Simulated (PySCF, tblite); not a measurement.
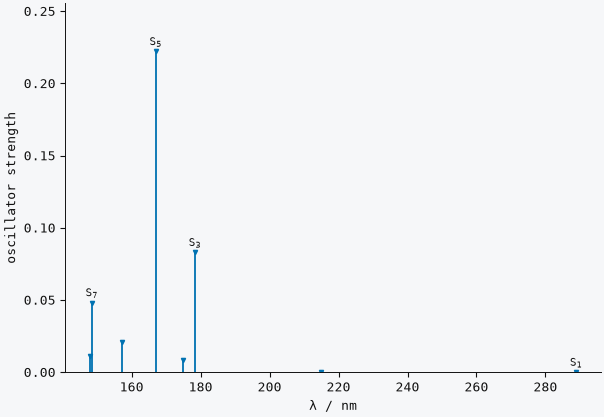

Vertical TDDFT excitations, ωB97X-D/def2-SVPD with PySCF 2.14.0, at a GFN2-xTB geometry (a minimum by its frequencies), gas phase. Only the first 8 singlet excitations are included.

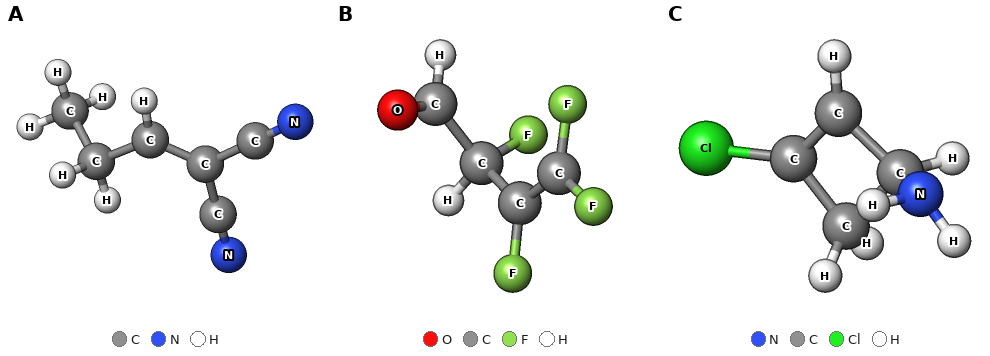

### Whose absorption spectrum is this? Choose among the lettered structures.

Structure B, C₄H₂F₄O, SMILES O=C[C@@H](F)C(F)=C(F)F. Its lowest singlet lies at 4.29 eV (f = 0.000) and the brightest of those computed is S5 at 7.42 eV (167 nm), f = 0.222, mixed, the largest part being HOMO → LUMO+1 (46 %).

Note: the tight-binding geometry is rougher than a DFT one and adds to the error; one conformer of a flexible molecule; core orbitals are frozen in the response.
